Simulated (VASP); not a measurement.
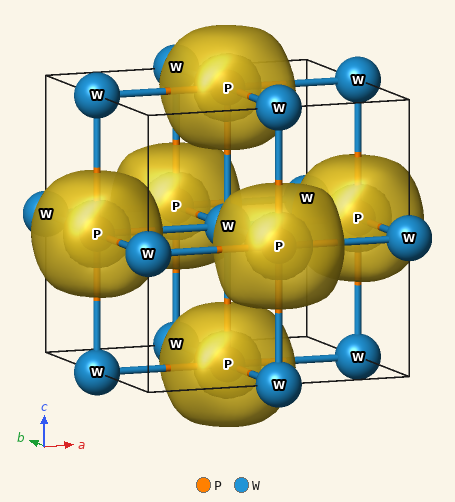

The picture shows: P3W4. Isosurface of the electron localisation function at 0.6 (yellow), seen slightly off an axis. Only the valence region is drawn (cores and ρ < 0.01 e/Å³ removed). Sticks mark near contacts.

Space group Pm-3m; a generated structure, not necessarily the stable one; computed pressure about −3 GPa in this cell.

All numbers below come from Kohn-Sham DFT of a periodic cell, BLYP with D3(BJ), VASP PAW PBE potentials, hard in VASP.

Q: Describe the localisation domains.

A: The surface consists of three regions wrapped around P (the valence shell of each), counted in one cell of 7 atoms. Any copies at cell faces, edges or corners count once. Profiles from the grid: P–W (2.41 Å): the ELF peaks at about 0.75 in the valence shell of P, 0.8 Å from its nucleus, and is about 0.40 at the midpoint.
